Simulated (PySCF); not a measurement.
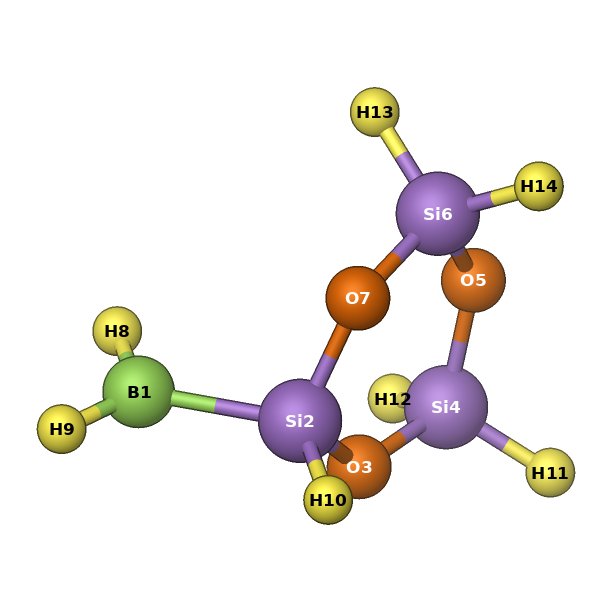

The geometry was computed by an optimisation with PBE0-D3(BJ)/def2-SVP. No frequency run is at hand to confirm it as a minimum. Method: delta-SCF UKS SCAN, pcX-2 on the ionised atom, pcseg-1 elsewhere, spin-free X2C (PySCF 2.14.0).

Give the core-electron binding energies (to vacuum; p and d levels without spin–orbit splitting) of B1 1s, Si2 1s, Si2 2p, O3 1s, Si4 1s, Si4 2p, O5 1s.

| atom | level | binding energy (eV) |
| --- | --- | --- |
| B1 | 1s | 196.8 |
| Si2 | 1s | 1847.8 |
| Si2 | 2p | 107.9 |
| O3 | 1s | 537.9 |
| Si4 | 1s | 1848.2 |
| Si4 | 2p | 108.4 |
| O5 | 1s | 538.0 |
